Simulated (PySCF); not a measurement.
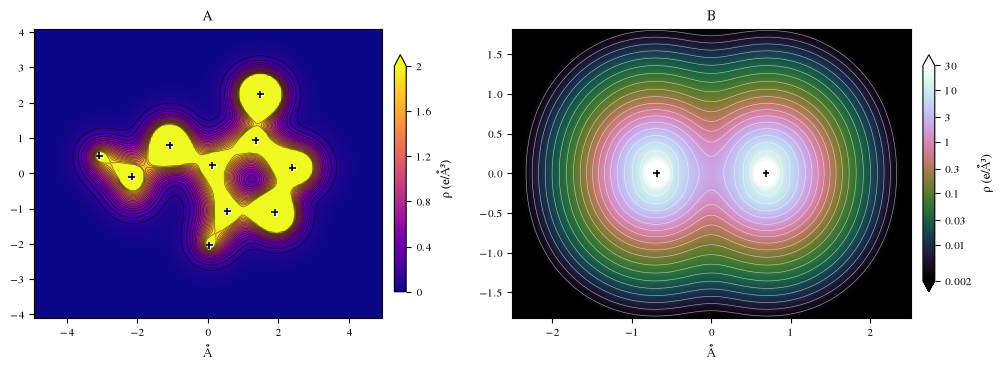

The total electron density of 2 systems, each on a plane through atoms (crosses mark nuclei in the plane).

Level of theory: CAM-B3LYP/def2-SVPD, SCF density, gas phase in PySCF 2.14.0.

System 1: F$_{2}$, a plane that holds the molecular axis. Geometry: PBE0-D3(BJ)/def2-SVP.

```yaml
atoms:
  - { symbol: F, position_ang: [0.6969, -0.0290, 0.0017] }
  - { symbol: F, position_ang: [-0.6794, 0.0002, -0.0138] }
```

System 2: C$_{4}$H$_{4}$FNO$_{2}$ (SMILES COc1conc1F), the plane of atoms O2, C1 and H11. Geometry: PBE0-D3(BJ)/def2-SVP.

| atom | x (Å) | y (Å) | z (Å) |
| --- | --- | --- | --- |
| C | 1.8498 | 0.0152 | -0.5762 |
| O | 0.6775 | 0.7874 | -0.6339 |
| C | -0.3831 | 0.2600 | -0.0239 |
| C | -0.5838 | -0.9053 | 0.6609 |
| O | -1.8589 | -0.9546 | 1.0845 |
| N | -2.5308 | 0.1582 | 0.7001 |
| C | -1.6679 | 0.8763 | 0.0482 |
| F | -1.9921 | 2.0329 | -0.4675 |
| H | 2.1729 | -0.1417 | 0.4685 |
| H | 1.7042 | -0.9685 | -1.0576 |
| H | 2.6282 | 0.5678 | -1.1156 |
| H | 0.0473 | -1.7521 | 0.9169 |

> Which map belongs to which system?

Panel A is system 2, C$_{4}$H$_{4}$FNO$_{2}$: the plane holds C, O, N, F and H. C–N (1.30 Å): ρ is about 2.8 e/Å³ halfway. Panel B is system 1, F$_{2}$: the plane holds F. F–F (1.38 Å): ρ at the midpoint is about 2.1 e/Å³.
